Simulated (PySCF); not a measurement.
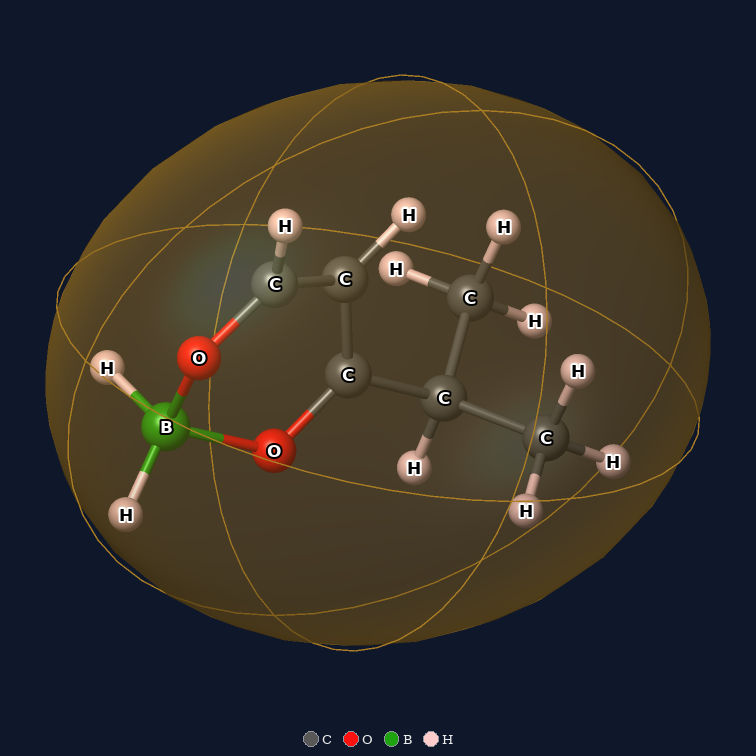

The ellipsoid shows the static dipole polarisability: its half-axes are proportional to the principal values. The computed structure is the end point of a PBE0-D3(BJ)/def2-SVP optimisation. No frequency run is at hand to confirm it as a minimum. Level of theory: PBE0/def2-SVPD (PySCF 2.14.0).

### How large and how anisotropic is the polarisability?

Principal values 77.6, 91.5, 114.2 bohr³; mean 94.4 bohr³ (13.99 Å³); anisotropy 32.0 bohr³, so the longest axis is 1.47 times the shortest.
